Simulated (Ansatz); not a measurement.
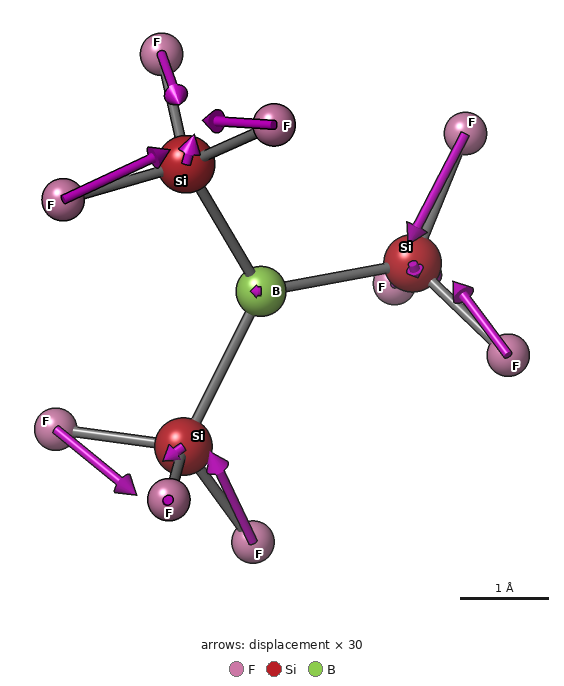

This is a relaxation of BSi₃F₉. The starting structure is drawn; purple arrows show the displacements, 30 times their true length. The two geometries are superimposed by the best rigid fit.

The picture is a ball-and-stick view, seen at a tilt.

The start comes from PBE-D4/def2-SVP.

Method: Ansatz, RKS PBE0-D4/def2-TZVP. (force threshold 0.005 eV/Å; at most 150 steps)

Which element moves most?

Fluorine: up to 0.048 Å, against 0.013 Å for silicon.

What happened in the run?

Over 3 geometry steps the energy falls by 0.317 eV. The largest force component goes from 1.5 to 0.0021 eV/Å. The largest moves after the best rigid fit, 0.048 Å, are those of F atoms. By element the largest moves are F 0.048 Å, Si 0.013 Å, B 0.004 Å. Near-neighbour distances that change, for instance: F–Si 1.618 → 1.575 Å, B–Si 1.992 → 1.999 Å. The run took about 9 s of wall time on a shared GPU.
